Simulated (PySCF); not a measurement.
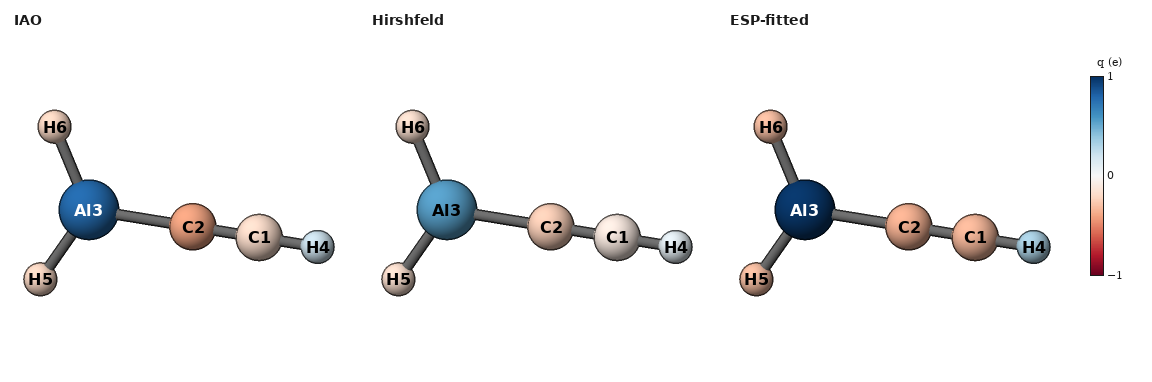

Atomic charges of one calculation by 3 schemes, on one colour scale. The geometry was computed by an optimisation with PBE0-D3(BJ)/def2-SVP. No frequency run is at hand to confirm it as a minimum. Level of theory: PBE0/6-311+G(2d,p) (PySCF 2.14.0).

Which scheme gives the most polar picture (largest mean size of the charges)?

The ESP-fitted charges are the largest in size here, and the Hirshfeld charges the smallest.

On which atom do the schemes disagree most?

On Al3 (from 0.55 to 0.96 e).

List the charges (e), one line for each set of equivalent atoms.

```json
{"atom": "C1", "IAO": "−0.18", "Hirshfeld": "−0.09", "ESP-fitted": "−0.33"}
{"atom": "C2", "IAO": "−0.39", "Hirshfeld": "−0.24", "ESP-fitted": "−0.35"}
{"atom": "Al3", "IAO": "0.77", "Hirshfeld": "0.55", "ESP-fitted": "0.96"}
{"atom": "H4", "IAO": "0.21", "Hirshfeld": "0.10", "ESP-fitted": "0.31"}
{"atom": "H5, H6", "IAO": "−0.20", "Hirshfeld": "−0.16", "ESP-fitted": "−0.30"}
```
